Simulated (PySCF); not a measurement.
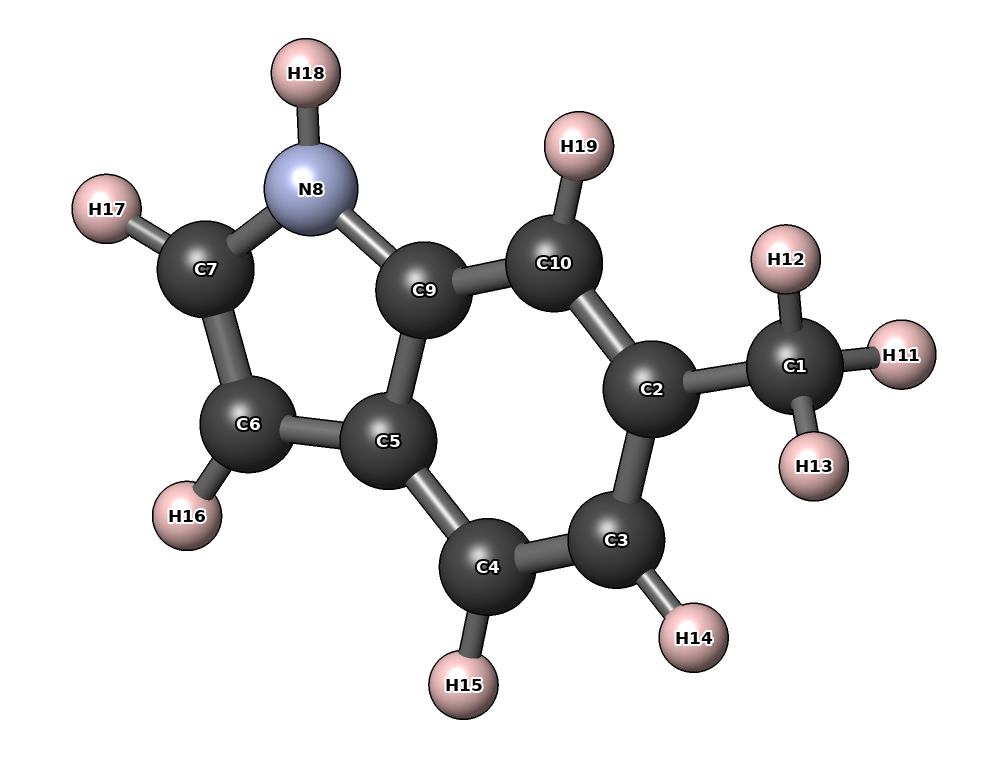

The thickness of each stick grows with its Mayer bond order. The geometry was computed by an optimisation with PBE0-D3(BJ)/def2-SVP. No frequency run is at hand to confirm it as a minimum. Level of theory: PBE0/pcSseg-1 in chloroform (IEF-PCM) (PySCF 2.14.0).

List the Mayer bond orders of C1–C2, C2–C3, C2–C10, C3–C4, C4–C5, C5–C6, C5–C9, C6–C7, C7–N8, N8–C9, C9–C10 (bonds between heavy atoms, one of each equivalent set).

| bond | Mayer order | length (Å) |
| --- | --- | --- |
| C1–C2 | 1.07 | 1.502 |
| C2–C3 | 1.34 | 1.415 |
| C2–C10 | 1.46 | 1.391 |
| C3–C4 | 1.52 | 1.385 |
| C4–C5 | 1.30 | 1.405 |
| C5–C6 | 1.26 | 1.434 |
| C5–C9 | 1.20 | 1.420 |
| C6–C7 | 1.56 | 1.371 |
| C7–N8 | 1.15 | 1.375 |
| N8–C9 | 1.06 | 1.371 |
| C9–C10 | 1.35 | 1.399 |
